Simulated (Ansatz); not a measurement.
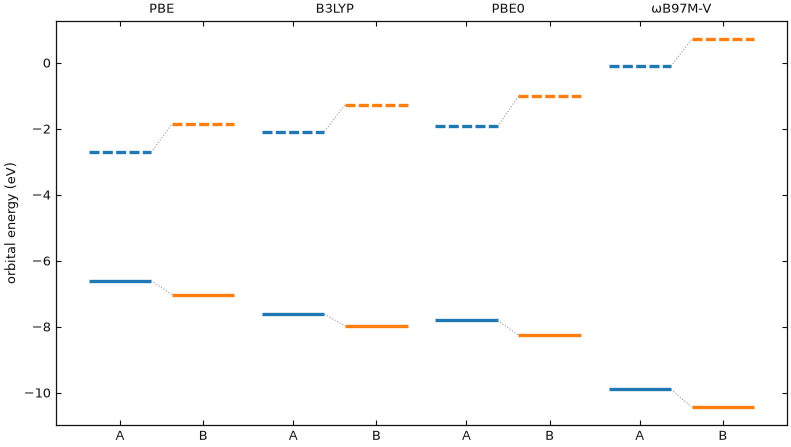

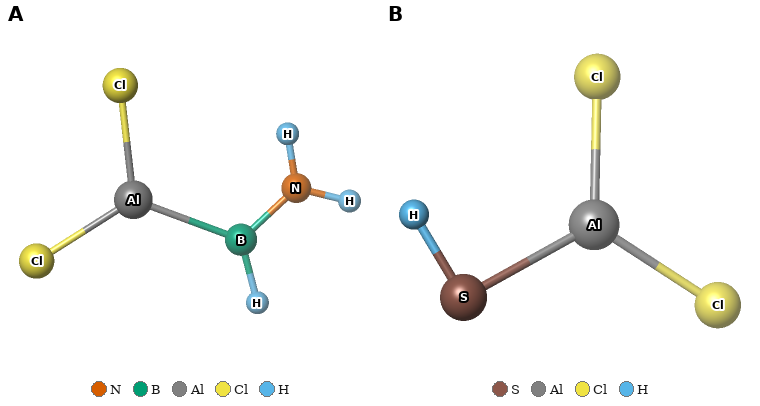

One change: A, AlBNH₃Cl₂ (SMILES N[BH][Al]([Cl])[Cl]), becomes B, AlHSCl₂ (SMILES [SH][Al]([Cl])[Cl]). BNH₃ (bound through B) on Al is replaced by SH. HOMO (solid) and LUMO (dashed) computed in def2-TZVPP at PBE0-D4/def2-TZVP geometries, both minima by their frequencies, gas phase, the Ansatz code 0.2.0. Empty levels above zero depend strongly on the basis.

What does the change do to HOMO and LUMO?

Answer. PBE: the HOMO falls by 0.42 eV, the LUMO rises by 0.86 eV, and the separation goes from 3.89 to 5.18 eV. B3LYP: the HOMO falls by 0.37 eV, the LUMO rises by 0.82 eV, and the separation goes from 5.52 to 6.72 eV. PBE0: the HOMO falls by 0.45 eV, the LUMO rises by 0.91 eV, and the separation goes from 5.88 to 7.25 eV. ωB97M-V: the HOMO falls by 0.54 eV, the LUMO rises by 0.82 eV, and the separation goes from 9.80 to 11.15 eV.

Do the functionals agree on the effect?

Answer. They agree on the direction for both levels; the HOMO shift lies between −0.54 and −0.37 eV and the LUMO shift between 0.82 and 0.91 eV, while the separations themselves differ by up to 6.0 eV between functionals.

Note: one conformer of each flexible molecule.
